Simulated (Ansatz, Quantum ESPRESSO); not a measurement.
# KMgF3 (Pm-3m): Raman and infrared activity

Aim: Raman and infrared lines of KMgF3 (Pm-3m).

Program: Quantum ESPRESSO 8.0 development, patched. Level of theory: DFT LDA, scalar-relativistic, plane waves, PseudoDojo norm-conserving pseudopotentials. Results are calculated unless marked as measured.

## Step 1: Set-up

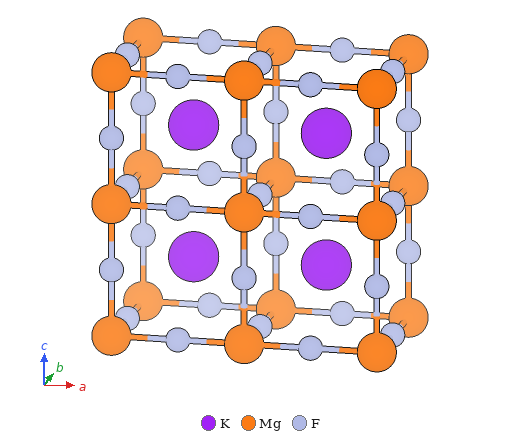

The starting structure, seen slightly off an axis (potassium purple, magnesium orange, fluorine light blue). 2×1×2 cells are drawn. Some periodic images of atoms are drawn too.

## Step 2: A first look

A cheap run with smearing and empty bands tells whether the crystal has a gap, which decides between fixed occupations and smearing later on.

Input file probe.in:

```
&control
   calculation = 'scf'
   prefix = 'x'
   outdir = './tmp'
   pseudo_dir = './pseudo'
   tprnfor = .true.
   tstress = .true.
   verbosity = 'high'
/
&system
   ibrav = 1
   celldm(1) = 7.53225936
   nat = 5
   ntyp = 3
   ecutwfc = 84.0
   occupations = 'smearing'
   smearing = 'gaussian'
   degauss = 0.01
/
&electrons
   conv_thr = 1.0d-07
   mixing_beta = 0.7
   electron_maxstep = 100
/
ATOMIC_SPECIES
 K      39.0983  K.upf
 Mg     24.3050  Mg.upf
 F      18.9984  F.upf
ATOMIC_POSITIONS crystal
 K      0.500000000   0.500000000   0.500000000
 Mg     0.000000000   0.000000000   0.000000000
 F      0.500000000   0.000000000   0.000000000
 F      0.000000000   0.500000000   0.000000000
 F      0.000000000   0.000000000   0.500000000
K_POINTS automatic
 4 4 4 0 0 0
```

Command:

```sh
$ OMP_NUM_THREADS=1 mpirun -n 8 pw.x -nk 8 -in probe.in > probe.out
```

What it wrote:

```text
[banners, grids, parts of the stress and lines that vanish by symmetry left out]
Program PWSCF v.8.0dev
     bravais-lattice index     =            1
     lattice parameter (alat)  =       7.5323  a.u.
[...]
kinetic-energy cutoff     =      84.0000  Ry
     charge density cutoff     =     336.0000  Ry
     scf convergence threshold =      1.0E-07
[...]
Exchange-correlation= SLA-PW-NOGX-NOGC
                           (   1   4   0   0   0   0   0)
[...]
48 Sym. Ops., with inversion, found
[...]
(     0          1          0      )
                  (     0          0          1      )
[...]
(  0.0000000  1.0000000  0.0000000 )
                  (  0.0000000  0.0000000  1.0000000 )
[...]
(     0         -1          0      )
                  (     0          0          1      )
[...]
( -1.0000000  0.0000000  0.0000000 )
                  (  0.0000000  1.0000000  0.0000000 )
[...]
number of k points=    10  Gaussian smearing, width (Ry)=  0.0100
[...]
End of self-consistent calculation
[...]
the Fermi energy is     6.6484 ev
!    total energy              =    -326.58640500 Ry
[...]
convergence has been achieved in   7 iterations
[...]
atom    1 type  1   force =     0.00000000    0.00000000    0.00000000
     atom    2 type  2   force =     0.00000000    0.00000000    0.00000000
     atom    3 type  3   force =     0.00000000    0.00000000    0.00000000
     atom    4 type  3   force =     0.00000000    0.00000000    0.00000000
     atom    5 type  3   force =     0.00000000    0.00000000    0.00000000
[...]
Total force =     0.000000     Total SCF correction =     0.000000
[...]
total   stress  (Ry/bohr**3)                   (kbar)     P=      -45.66
[...]
XML data file, charge density, pseudopotentials, collected wavefunctions

   JOB DONE.
```

It took 4.6 s on 8 MPI ranks of Arm Neoverse V1, shared host.

Read from the output:

| Quantity | Value |
| --- | --- |
| volume per atom | 12.67 Å³ |
| pressure | -4.566 GPa |
| gap on the k-mesh | 6.998 eV |

A gap of 7.0 eV opens on this mesh, so the crystal is taken as an insulator; the start stands at -4.6 GPa.

## Step 3: Relaxation

The relaxation runs at a cutoff a fifth above that of the response, since stress converges more slowly with the basis than frequencies do. Forces and stress are brought to rest with tight thresholds.

Input file relax.in:

```
&control
   calculation = 'vc-relax'
   prefix = 'x'
   outdir = './tmp'
   pseudo_dir = './pseudo'
   tprnfor = .true.
   tstress = .true.
   forc_conv_thr = 2.0d-05
   etot_conv_thr = 1.0d-07
   nstep = 40
/
&system
   ibrav = 1
   celldm(1) = 7.53225936
   nat = 5
   ntyp = 3
   ecutwfc = 101
   occupations = 'fixed'
   nbnd = 22
/
&electrons
   conv_thr = 1.0d-11
   mixing_beta = 0.7
   electron_maxstep = 100
/
&ions
/
&cell
   press_conv_thr = 0.2
/
ATOMIC_SPECIES
 K      39.0983  K.upf
 Mg     24.3050  Mg.upf
 F      18.9984  F.upf
ATOMIC_POSITIONS crystal
 K      0.500000000   0.500000000   0.500000000
 Mg     0.000000000   0.000000000   0.000000000
 F      0.500000000   0.000000000   0.000000000
 F      0.000000000   0.500000000   0.000000000
 F      0.000000000   0.000000000   0.500000000
K_POINTS automatic
 6 6 6 0 0 0
```

Command:

```sh
$ OMP_NUM_THREADS=1 mpirun -n 8 pw.x -nk 8 -in relax.in > relax.out
```

What it wrote:

```text
[banners, grids, parts of the stress and lines that vanish by symmetry left out]
[banner, memory and clock lines left out]
Program PWSCF v.8.0dev

[...]
kinetic-energy cutoff     =     101.0000  Ry
     charge density cutoff     =     404.0000  Ry
     scf convergence threshold =      1.0E-11
[...]
energy convergence thresh.=      1.0E-07
     force convergence thresh. =      2.0E-05
     press convergence thresh. =      2.0E-01
     Exchange-correlation= SLA-PW-NOGX-NOGC
                           (   1   4   0   0   0   0   0)
[...]
48 Sym. Ops., with inversion, found
[...]
number of k points=    20
[...]
End of self-consistent calculation
[...]
highest occupied, lowest unoccupied level (ev):     2.4612    9.4593
!    total energy              =    -326.58650552 Ry
[...]
convergence has been achieved in  11 iterations
[...]
atom    1 type  1   force =     0.00000000    0.00000000    0.00000000
     atom    2 type  2   force =     0.00000000    0.00000000    0.00000000
     atom    3 type  3   force =     0.00000000    0.00000000    0.00000000
     atom    4 type  3   force =     0.00000000    0.00000000    0.00000000
     atom    5 type  3   force =     0.00000000    0.00000000    0.00000000
     Total force =     0.000000     Total SCF correction =     0.000000
[...]
total   stress  (Ry/bohr**3)                   (kbar)     P=      -45.29
[...]
number of bfgs steps    =   0
[...]
CELL_PARAMETERS (alat=  7.53225936)
[...]
ATOMIC_POSITIONS (crystal)
K                0.5000000000        0.5000000000        0.5000000000
Mg               0.0000000000        0.0000000000        0.0000000000
F                0.5000000000        0.0000000000        0.0000000000
F                0.0000000000        0.5000000000        0.0000000000
[...]
New effective cutoffs (rho, wfc):  409.87  102.57
[...]
End of self-consistent calculation
[...]
highest occupied, lowest unoccupied level (ev):     2.6846    9.8609
!    total energy              =    -326.58899976 Ry
[...]
convergence has been achieved in   7 iterations
[...]
atom    1 type  1   force =     0.00000000    0.00000000    0.00000000
     atom    2 type  2   force =     0.00000000    0.00000000    0.00000000
     atom    3 type  3   force =     0.00000000    0.00000000    0.00000000
     atom    4 type  3   force =     0.00000000    0.00000000    0.00000000
     atom    5 type  3   force =     0.00000000    0.00000000    0.00000000
     Total force =     0.000000     Total SCF correction =     0.000000
[...]
total   stress  (Ry/bohr**3)                   (kbar)     P=      -29.30
[...]
number of bfgs steps    =   1
[...]
CELL_PARAMETERS (alat=  7.53225936)
[...]
ATOMIC_POSITIONS (crystal)
[...]
New effective cutoffs (rho, wfc):  419.58  105.00
[...]
End of self-consistent calculation
[...]
highest occupied, lowest unoccupied level (ev):     3.0350   10.4914
!    total energy              =    -326.59055277 Ry
[...]
convergence has been achieved in   9 iterations
[...]
atom    1 type  1   force =     0.00000000    0.00000000    0.00000000
     atom    2 type  2   force =     0.00000000    0.00000000    0.00000000
     atom    3 type  3   force =     0.00000000    0.00000000    0.00000000
     atom    4 type  3   force =     0.00000000    0.00000000    0.00000000
[...]
Total force =     0.000000     Total SCF correction =     0.000000
[...]
total   stress  (Ry/bohr**3)                   (kbar)     P=       -1.50
[...]
number of bfgs steps    =   2
[...]
CELL_PARAMETERS (alat=  7.53225936)
[...]
ATOMIC_POSITIONS (crystal)
[...]
New effective cutoffs (rho, wfc):  420.10  105.13
[...]
End of self-consistent calculation
[...]
highest occupied, lowest unoccupied level (ev):     3.0539   10.5256
!    total energy              =    -326.59055635 Ry
[...]
convergence has been achieved in   7 iterations
[...]
Total force =     0.000000     Total SCF correction =     0.000000
[...]
total   stress  (Ry/bohr**3)                   (kbar)     P=        0.10
[...]
number of bfgs steps    =   3
[...]
CELL_PARAMETERS (alat=  7.53225936)
[...]
ATOMIC_POSITIONS (crystal)
[...]
New effective cutoffs (rho, wfc):  420.07  105.12
[...]
End of self-consistent calculation
[...]
highest occupied, lowest unoccupied level (ev):     3.0528   10.5234
!    total energy              =    -326.59055636 Ry
[...]
convergence has been achieved in   4 iterations
[...]
atom    3 type  3   force =     0.00000000    0.00000000    0.00000000
     atom    4 type  3   force =     0.00000000    0.00000000    0.00000000
     atom    5 type  3   force =     0.00000000    0.00000000    0.00000000
     Total force =     0.000000     Total SCF correction =     0.000000
[...]
total   stress  (Ry/bohr**3)                   (kbar)     P=        0.00
[...]
bfgs converged in   5 scf cycles and   4 bfgs steps
[...]
End of BFGS Geometry Optimization
     Final enthalpy           =    -326.5905563643 Ry
     File ./tmp/x.bfgs deleted, as requested
[...]
CELL_PARAMETERS (alat=  7.53225936)
[...]
ATOMIC_POSITIONS (crystal)
[...]
F                0.0000000000        0.5000000000        0.0000000000
F                0.0000000000        0.0000000000        0.5000000000
[...]
Final scf calculation at the relaxed structure.
[...]
kinetic-energy cutoff     =     101.0000  Ry
     charge density cutoff     =     404.0000  Ry
     scf convergence threshold =      1.0E-13
[...]
press convergence thresh. =      2.0E-01
     Exchange-correlation= SLA-PW-NOGX-NOGC
                           (   1   4   0   0   0   0   0)
[...]
48 Sym. Ops., with inversion, found
[...]
number of k points=    20
[...]
End of self-consistent calculation
[...]
highest occupied, lowest unoccupied level (ev):     3.0527   10.5234
!    total energy              =    -326.59054252 Ry
[...]
convergence has been achieved in  13 iterations
[...]
atom    1 type  1   force =     0.00000000    0.00000000    0.00000000
     atom    2 type  2   force =     0.00000000    0.00000000    0.00000000
     atom    3 type  3   force =     0.00000000    0.00000000    0.00000000
     atom    4 type  3   force =     0.00000000    0.00000000    0.00000000
     atom    5 type  3   force =     0.00000000    0.00000000    0.00000000
     Total force =     0.000000     Total SCF correction =     0.000000
[...]
total   stress  (Ry/bohr**3)                   (kbar)     P=       -0.07
[...]
XML data file, charge density, pseudopotentials, collected wavefunctions
```

Run time: 45 s. Hardware: 8 MPI ranks.

The steps of the relaxation:

| step | energy less that of the first step (eV) | largest force (eV/Å) | pressure (GPa) | volume (Å³) |
| --- | --- | --- | --- | --- |
| 1 | 0.0000 | 0.0000 | -4.53 | 63.33 |
| 2 | -0.0339 | 0.0000 | -2.93 | 61.87 |
| 3 | -0.0551 | 0.0000 | -0.15 | 59.74 |
| 4 | -0.0551 | 0.0000 | 0.01 | 59.63 |
| 5 | -0.0551 | 0.0000 | 0.00 | 59.64 |
| 6 | -0.0549 | 0.0000 | -0.01 | 59.64 |

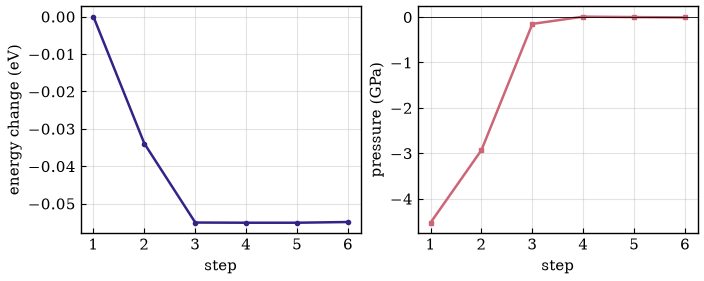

Energy and pressure along the relaxation.

| conventional cell, symmetrised | before | after | change |
| --- | --- | --- | --- |
| a (Å) | 3.986 | 3.907 | -2.0 % |
| b (Å) | 3.986 | 3.907 | -2.0 % |
| c (Å) | 3.986 | 3.907 | -2.0 % |
| volume (Å³/atom) | 12.67 | 11.93 | -5.8 % |

The relaxed structure:

```
K Mg F
1.0
     3.90693    0.00000    0.00000
     0.00000    3.90693    0.00000
     0.00000    0.00000    3.90693
K Mg F
1 1 3
Direct
  0.50000 0.50000 0.50000
  0.00000 0.00000 0.00000
  0.50000 0.00000 0.00000
  0.00000 0.50000 0.00000
  0.00000 0.00000 0.50000
```

The last row of the table of steps is pw.x's closing run on a basis chosen anew for the final cell, so its energy can jump.

Read from the output:

| Quantity | Value |
| --- | --- |
| volume per atom | 11.93 Å³ |
| pressure | -0.007000 GPa |
| gap on the k-mesh | 7.471 eV |

The volume changes by -5.8 % from the cell with which this run began.

## Step 4: Ground state

The response is built on this ground state, so it is converged far tighter than an energy would need. With a gap, occupations are fixed, which also allows the response to an electric field.

Input file scf.in:

```
&control
   calculation = 'scf'
   prefix = 'x'
   outdir = './tmp'
   pseudo_dir = './pseudo'
   tprnfor = .true.
   tstress = .true.
/
&system
   ibrav = 1
   celldm(1) = 7.38302848
   nat = 5
   ntyp = 3
   ecutwfc = 84.0
   occupations = 'fixed'
   nbnd = 22
/
&electrons
   conv_thr = 1.0d-12
   mixing_beta = 0.7
   electron_maxstep = 100
/
ATOMIC_SPECIES
 K      39.0983  K.upf
 Mg     24.3050  Mg.upf
 F      18.9984  F.upf
ATOMIC_POSITIONS crystal
 K      0.500000000   0.500000000   0.500000000
 Mg     0.000000000   0.000000000   0.000000000
 F      0.500000000   0.000000000   0.000000000
 F      0.000000000   0.500000000   0.000000000
 F      0.000000000   0.000000000   0.500000000
K_POINTS automatic
 6 6 6 0 0 0
```

Command:

```sh
$ OMP_NUM_THREADS=1 mpirun -n 8 pw.x -nk 8 -in scf.in > scf.out
```

What it wrote:

```text
[banners, grids, parts of the stress and lines that vanish by symmetry left out]
[banner, memory and clock lines left out]
Program PWSCF v.8.0dev

[...]
kinetic-energy cutoff     =      84.0000  Ry
     charge density cutoff     =     336.0000  Ry
     scf convergence threshold =      1.0E-12
[...]
Exchange-correlation= SLA-PW-NOGX-NOGC
                           (   1   4   0   0   0   0   0)
[...]
48 Sym. Ops., with inversion, found
[...]
number of k points=    20
[...]
End of self-consistent calculation
[...]
highest occupied, lowest unoccupied level (ev):     3.0528   10.5235
!    total energy              =    -326.59044278 Ry
[...]
convergence has been achieved in  12 iterations
[...]
atom    1 type  1   force =     0.00000000    0.00000000    0.00000000
     atom    2 type  2   force =     0.00000000    0.00000000    0.00000000
     atom    3 type  3   force =     0.00000000    0.00000000    0.00000000
     atom    4 type  3   force =     0.00000000    0.00000000    0.00000000
     atom    5 type  3   force =     0.00000000    0.00000000    0.00000000
     Total force =     0.000000     Total SCF correction =     0.000000
[...]
total   stress  (Ry/bohr**3)                   (kbar)     P=       -0.20
[...]
XML data file, charge density, pseudopotentials, collected wavefunctions
```

It took 8.3 s on 8 MPI ranks; 65 s of CPU time.

Numbers from this step:

```
pressure : -0.02 GPa
```

The cell stands at -0.02 GPa, close enough for phonons.

[end of part 1 of 3]

[Host names and launcher messages were left out of these logs when they were recorded.]

[Logs are printed without paths, hosts, clocks, repeated set-up lines and the standing remarks that a program may print on its own settings, such as how far it seeks lower states.]

[Hosts, paths, dates, database ids (printed as entryN), source tags and the programs' standing remarks are cut or masked in the printed files.]
